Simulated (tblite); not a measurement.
Run report: C$_{4}$H$_{2}$F$_{2}$O$_{2}$ (charge +1), geometry relaxation (part 2 of 2)

C$_{4}$H$_{2}$F$_{2}$O$_{2}$, charge +1, multiplicity 2; GFN2-xTB geometry optimisation, gas phase (tblite 0.8.0). It belongs to a series of runs on one base structure; here: electron removed.

Geometry of the input (Å):
```
O  2.2217  0.1876  -0.5779
C  0.8453  0.1421  -0.2524
C  0.2178  -0.8874  0.3145
F  0.7493  -2.0836  0.6584
C  -1.2328  -0.5502  0.5163
C  -1.3157  0.8540  -0.0338
F  -2.4240  1.6478  -0.0931
O  -0.0382  1.1887  -0.4490
H  2.8279  0.7306  0.0317
H  -1.8424  -1.2249  -0.1374
```

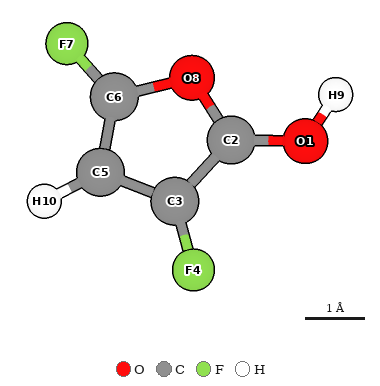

**Figure 1.** The geometry at step 23 of the log (ball-and-stick view, seen at a tilt; atoms are numbered from 1 in the order of the input).

Trajectory as extended XYZ, continued
```
10
Properties=species:S:1:pos:R:3:forces:R:3 step=14 energy=-724.96709
O     2.1697    0.2099   -0.1434    0.2580  -0.3310  -0.0510
C     0.9043    0.1765   -0.1274    0.2610  -0.0300   0.3060
C     0.1242   -0.9984    0.1488   -0.0580  -0.0380   0.2990
F     0.6440   -2.1273    0.5098    0.0030  -0.1740  -0.2610
C    -1.2132   -0.6188    0.1276   -0.0650   0.1700   0.3000
C    -1.1734    0.7439   -0.0943   -0.2200   0.2190  -0.4120
F    -2.1316    1.5860   -0.2301    0.1040  -0.0050   0.0770
O     0.0887    1.2253   -0.2596   -0.1700  -0.2110  -0.0800
H     2.6766    1.0230   -0.2968   -0.0540   0.4550  -0.0850
H    -2.0802   -1.2153    0.3428   -0.0580  -0.0560  -0.0940
10
Properties=species:S:1:pos:R:3:forces:R:3 step=15 energy=-724.98298
O     2.1883    0.2073   -0.0926    0.1130   0.6120  -0.4470
C     0.9168    0.1651   -0.1219    0.1730  -0.2130   0.3840
C     0.1283   -1.0136    0.1455   -0.2260   0.1540   0.4290
F     0.6339   -2.1625    0.4822   -0.1090   0.1610  -0.3110
C    -1.2107   -0.6107    0.1547    0.1730   0.2100   0.0380
C    -1.1727    0.7535   -0.0924    0.0190  -0.1010  -0.3640
F    -2.1311    1.5941   -0.2462    0.2470  -0.0840   0.1100
O     0.0980    1.2180   -0.2715   -0.0780  -0.3490  -0.0030
H     2.6410    1.0593   -0.3291   -0.2480  -0.3280   0.1890
H    -2.0829   -1.2059    0.3486   -0.0640  -0.0630  -0.0240
10
Properties=species:S:1:pos:R:3:forces:R:3 step=16 energy=-725.00276
O     2.1887    0.2096   -0.1190   -0.0350  -0.0330  -0.1450
C     0.9202    0.1681   -0.1154   -0.1400  -0.1710   0.2580
C     0.1275   -1.0077    0.1590   -0.0720   0.1720   0.3370
F     0.6369   -2.1571    0.4846   -0.1150   0.1110  -0.2550
C    -1.2086   -0.6063    0.1617   -0.1170   0.0410  -0.0020
C    -1.1773    0.7557   -0.1017    0.2330  -0.3440  -0.1910
F    -2.1336    1.5930   -0.2371    0.0660   0.0870   0.0300
O     0.0930    1.2163   -0.2767    0.0590  -0.2220   0.0120
H     2.6461    1.0466   -0.3142    0.0250   0.2880  -0.0330
H    -2.0841   -1.2137    0.3362    0.0970   0.0720  -0.0110
10
Properties=species:S:1:pos:R:3:forces:R:3 step=17 energy=-725.01535
O     2.1897    0.2113   -0.1237   -0.0190  -0.0880  -0.0910
C     0.9220    0.1654   -0.1072   -0.1720  -0.0900   0.1750
C     0.1257   -1.0052    0.1689   -0.0220   0.1390   0.2630
F     0.6343   -2.1570    0.4772   -0.0890   0.0040  -0.1780
C    -1.2096   -0.6036    0.1648   -0.1480  -0.1570   0.0070
C    -1.1742    0.7513   -0.1087    0.0470  -0.0650  -0.1430
F    -2.1311    1.5942   -0.2356    0.1570   0.0020   0.0110
O     0.0935    1.2114   -0.2788    0.1210  -0.1370   0.0100
H     2.6430    1.0510   -0.3142    0.0280   0.3040  -0.0500
H    -2.0843   -1.2141    0.3347    0.0970   0.0890  -0.0050
10
Properties=species:S:1:pos:R:3:forces:R:3 step=18 energy=-725.03435
O     2.1949    0.2179   -0.1211   -0.0190   0.0140  -0.0450
C     0.9268    0.1570   -0.0814   -0.0560   0.0410  -0.0330
C     0.1212   -1.0011    0.1954    0.1040  -0.1050   0.1250
F     0.6224   -2.1678    0.4486   -0.0610  -0.0740  -0.0140
C    -1.2122   -0.6017    0.1748   -0.1460  -0.1760  -0.0540
C    -1.1663    0.7453   -0.1273    0.0150  -0.0300   0.0770
F    -2.1154    1.5955   -0.2370    0.0470   0.0970  -0.0810
O     0.1025    1.1978   -0.2863    0.0730   0.0410   0.0390
H     2.6225    1.0740   -0.3254   -0.0410   0.1010  -0.0160
H    -2.0875   -1.2123    0.3373    0.0840   0.0920   0.0030
10
Properties=species:S:1:pos:R:3:forces:R:3 step=19 energy=-725.03727
O     2.1958    0.2215   -0.1145    0.0210   0.0930  -0.0760
C     0.9277    0.1548   -0.0757   -0.0040   0.0190  -0.0470
C     0.1215   -1.0031    0.2016    0.0290  -0.0600   0.0660
F     0.6170   -2.1740    0.4392   -0.0240  -0.1070   0.0280
C    -1.2134   -0.6031    0.1758    0.0100  -0.0960  -0.0580
C    -1.1622    0.7430   -0.1289   -0.0550   0.0420   0.0760
F    -2.1092    1.5970   -0.2407    0.0710   0.0580  -0.0800
O     0.1070    1.1951   -0.2879   -0.0010   0.0110   0.0660
H     2.6128    1.0830   -0.3321   -0.0660  -0.0030   0.0190
H    -2.0881   -1.2095    0.3406    0.0200   0.0430   0.0050
10
Properties=species:S:1:pos:R:3:forces:R:3 step=20 energy=-725.03907
O     2.1969    0.2255   -0.1097   -0.0070   0.0940  -0.0920
C     0.9282    0.1533   -0.0729    0.0620  -0.0180  -0.0320
C     0.1220   -1.0055    0.2059    0.0180  -0.0470   0.0180
F     0.6129   -2.1807    0.4333   -0.0130  -0.0760   0.0440
C    -1.2132   -0.6052    0.1753    0.0610   0.0020  -0.0430
C    -1.1602    0.7421   -0.1282   -0.0420   0.0260   0.0610
F    -2.1036    1.5991   -0.2452    0.0500   0.0480  -0.0720
O     0.1100    1.1933   -0.2875   -0.0550  -0.0080   0.0790
H     2.6046    1.0896   -0.3372   -0.0590  -0.0280   0.0360
H    -2.0887   -1.2068    0.3437   -0.0150   0.0060   0.0020
10
Properties=species:S:1:pos:R:3:forces:R:3 step=21 energy=-725.04068
O     2.1975    0.2297   -0.1086   -0.0160   0.0450  -0.0890
C     0.9291    0.1516   -0.0717    0.0520  -0.0400  -0.0020
C     0.1231   -1.0085    0.2091   -0.0120  -0.0030  -0.0350
F     0.6096   -2.1868    0.4303   -0.0040  -0.0490   0.0500
C    -1.2127   -0.6075    0.1729    0.0930   0.0670  -0.0040
C    -1.1595    0.7414   -0.1263   -0.0160   0.0140   0.0350
F    -2.0986    1.6022   -0.2504    0.0330   0.0200  -0.0550
O     0.1111    1.1918   -0.2843   -0.0570  -0.0260   0.0740
H     2.5984    1.0950   -0.3402   -0.0390  -0.0020   0.0340
H    -2.0892   -1.2043    0.3467   -0.0350  -0.0260  -0.0090
10
Properties=species:S:1:pos:R:3:forces:R:3 step=22 energy=-725.04185
O     2.1979    0.2328   -0.1112   -0.0300  -0.0200  -0.0700
C     0.9301    0.1499   -0.0716    0.0200  -0.0340   0.0210
C     0.1241   -1.0109    0.2108   -0.0110   0.0000  -0.0630
F     0.6077   -2.1916    0.4302   -0.0130   0.0010   0.0430
C    -1.2115   -0.6088    0.1707    0.0490   0.0680   0.0380
C    -1.1600    0.7412   -0.1243    0.0220   0.0030   0.0150
F    -2.0951    1.6056   -0.2552    0.0180  -0.0090  -0.0360
O     0.1107    1.1904   -0.2796   -0.0130  -0.0180   0.0530
H     2.5947    1.0989   -0.3408   -0.0190   0.0430   0.0210
H    -2.0896   -1.2029    0.3484   -0.0220  -0.0340  -0.0210
10
Properties=species:S:1:pos:R:3:forces:R:3 step=23 energy=-725.04258
O     2.1979    0.2337   -0.1160   -0.0190  -0.0540  -0.0500
C     0.9308    0.1486   -0.0717   -0.0200  -0.0170   0.0260
C     0.1247   -1.0123    0.2106   -0.0160   0.0080  -0.0630
F     0.6069   -2.1936    0.4322   -0.0190   0.0200   0.0320
C    -1.2108   -0.6089    0.1699    0.0030   0.0340   0.0580
C    -1.1608    0.7414   -0.1228    0.0440   0.0000   0.0070
F    -2.0935    1.6077   -0.2583    0.0090  -0.0270  -0.0230
O     0.1098    1.1896   -0.2752    0.0330  -0.0010   0.0310
H     2.5936    1.1012   -0.3396   -0.0140   0.0660   0.0090
H    -2.0897   -1.2027    0.3483   -0.0030  -0.0280  -0.0270
10
Properties=species:S:1:pos:R:3:forces:R:3 step=24 energy=-725.04333
O     2.1976    0.2338   -0.1229   -0.0010  -0.0630  -0.0270
C     0.9312    0.1473   -0.0715   -0.0390   0.0030   0.0160
C     0.1249   -1.0135    0.2097   -0.0120   0.0000  -0.0420
F     0.6059   -2.1949    0.4351   -0.0260   0.0380   0.0170
C    -1.2100   -0.6085    0.1707   -0.0450  -0.0090   0.0570
C    -1.1610    0.7418   -0.1212    0.0530   0.0010   0.0060
F    -2.0920    1.6092   -0.2614    0.0040  -0.0380  -0.0110
O     0.1094    1.1889   -0.2706    0.0680   0.0200   0.0120
H     2.5924    1.1039   -0.3374   -0.0180   0.0650   0.0000
H    -2.0895   -1.2033    0.3470    0.0150  -0.0160  -0.0270
10
Properties=species:S:1:pos:R:3:forces:R:3 step=25 energy=-725.04404
O     2.1972    0.2331   -0.1308    0.0240  -0.0460  -0.0040
C     0.9314    0.1460   -0.0708   -0.0320   0.0130  -0.0050
C     0.1248   -1.0146    0.2084   -0.0130   0.0030  -0.0110
F     0.6044   -2.1958    0.4383   -0.0240   0.0370   0.0040
C    -1.2097   -0.6077    0.1730   -0.0630  -0.0360   0.0330
C    -1.1601    0.7423   -0.1194    0.0440   0.0030   0.0070
F    -2.0902    1.6098   -0.2648   -0.0010  -0.0380   0.0000
O     0.1103    1.1888   -0.2661    0.0710   0.0300   0.0000
H     2.5902    1.1073   -0.3350   -0.0280   0.0370  -0.0050
H    -2.0892   -1.2044    0.3446    0.0220  -0.0040  -0.0200
10
Properties=species:S:1:pos:R:3:forces:R:3 step=26 energy=-725.04449
O     2.1971    0.2324   -0.1356    0.0330  -0.0180   0.0070
C     0.9314    0.1452   -0.0699   -0.0030   0.0070  -0.0210
C     0.1243   -1.0152    0.2077   -0.0070   0.0060   0.0130
F     0.6025   -2.1963    0.4399   -0.0160   0.0280  -0.0010
C    -1.2098   -0.6071    0.1756   -0.0450  -0.0280   0.0010
C    -1.1583    0.7426   -0.1180    0.0210   0.0040   0.0080
F    -2.0885    1.6092   -0.2672   -0.0050  -0.0270   0.0050
O     0.1122    1.1890   -0.2638    0.0410   0.0220   0.0020
H     2.5870    1.1104   -0.3339   -0.0330   0.0040  -0.0040
H    -2.0890   -1.2054    0.3425    0.0140   0.0010  -0.0090
10
Properties=species:S:1:pos:R:3:forces:R:3 step=27 energy=-725.04467
O     2.1975    0.2320   -0.1362    0.0270  -0.0010   0.0060
C     0.9317    0.1448   -0.0697    0.0160  -0.0030  -0.0220
C     0.1238   -1.0153    0.2078   -0.0030   0.0110   0.0180
F     0.6012   -2.1964    0.4398   -0.0070   0.0130   0.0000
C    -1.2102   -0.6069    0.1770   -0.0120  -0.0060  -0.0170
C    -1.1568    0.7427   -0.1172    0.0030   0.0040   0.0060
F    -2.0876    1.6082   -0.2681   -0.0070  -0.0130   0.0050
O     0.1139    1.1894   -0.2634    0.0110   0.0070   0.0080
H     2.5843    1.1119   -0.3342   -0.0290  -0.0120  -0.0020
H    -2.0888   -1.2058    0.3417    0.0020   0.0000  -0.0030
10
Properties=species:S:1:pos:R:3:forces:R:3 step=28 energy=-725.04475
O     2.1981    0.2319   -0.1355    0.0130   0.0030   0.0010
C     0.9320    0.1446   -0.0699    0.0190  -0.0080  -0.0130
C     0.1236   -1.0150    0.2081    0.0010   0.0100   0.0130
F     0.6004   -2.1963    0.4393   -0.0020   0.0050   0.0030
C    -1.2104   -0.6069    0.1772    0.0070   0.0070  -0.0190
C    -1.1560    0.7428   -0.1169   -0.0040   0.0030   0.0030
F    -2.0873    1.6075   -0.2683   -0.0080  -0.0040   0.0050
O     0.1148    1.1895   -0.2634   -0.0040  -0.0020   0.0090
H     2.5825    1.1124   -0.3348   -0.0200  -0.0130  -0.0010
H    -2.0888   -1.2058    0.3416   -0.0040  -0.0010  -0.0010
10
Properties=species:S:1:pos:R:3:forces:R:3 step=29 energy=-725.04479
O     2.1986    0.2317   -0.1350    0.0020   0.0010  -0.0020
C     0.9325    0.1443   -0.0703    0.0120  -0.0070  -0.0020
C     0.1235   -1.0148    0.2085    0.0030   0.0060   0.0060
F     0.6000   -2.1962    0.4392    0.0010  -0.0010   0.0060
C    -1.2105   -0.6068    0.1768    0.0140   0.0100  -0.0140
C    -1.1556    0.7429   -0.1166   -0.0050   0.0010  -0.0010
F    -2.0873    1.6071   -0.2684   -0.0060   0.0010   0.0050
O     0.1153    1.1896   -0.2631   -0.0060  -0.0050   0.0070
H     2.5813    1.1126   -0.3351   -0.0100  -0.0070  -0.0010
H    -2.0889   -1.2058    0.3415   -0.0040   0.0000  -0.0020
10
Properties=species:S:1:pos:R:3:forces:R:3 step=30 energy=-725.04481
O     2.1989    0.2315   -0.1352   -0.0030  -0.0030  -0.0020
C     0.9328    0.1441   -0.0706    0.0020  -0.0030   0.0050
C     0.1236   -1.0146    0.2087    0.0030   0.0000   0.0010
F     0.5999   -2.1960    0.4394    0.0020  -0.0030   0.0060
C    -1.2105   -0.6068    0.1764    0.0090   0.0050  -0.0080
C    -1.1556    0.7431   -0.1165   -0.0020   0.0010  -0.0030
F    -2.0875    1.6070   -0.2684   -0.0040   0.0020   0.0050
O     0.1154    1.1896   -0.2627   -0.0030  -0.0030   0.0020
H     2.5807    1.1126   -0.3351   -0.0040   0.0000  -0.0030
H    -2.0889   -1.2058    0.3414    0.0000   0.0020  -0.0040
10
Properties=species:S:1:pos:R:3:forces:R:3 step=31 energy=-725.04482
O     2.1990    0.2314   -0.1356   -0.0030  -0.0040  -0.0010
C     0.9329    0.1440   -0.0707   -0.0040   0.0000   0.0070
C     0.1237   -1.0145    0.2088    0.0020  -0.0030  -0.0010
F     0.5999   -2.1960    0.4398    0.0010  -0.0020   0.0050
C    -1.2103   -0.6067    0.1761    0.0030   0.0000  -0.0040
C    -1.1557    0.7431   -0.1165    0.0010   0.0010  -0.0030
F    -2.0877    1.6070   -0.2683   -0.0020   0.0020   0.0050
O     0.1154    1.1895   -0.2623    0.0010   0.0000   0.0000
H     2.5805    1.1126   -0.3350   -0.0010   0.0030  -0.0040
H    -2.0889   -1.2058    0.3412    0.0030   0.0030  -0.0050
```

Key numbers

| quantity | value |
| --- | --- |
| outcome | converged |
| total energy | −725.0448 eV |
| hardware | 1 CPU thread, shared host |
| peak memory | 0.18 GiB |
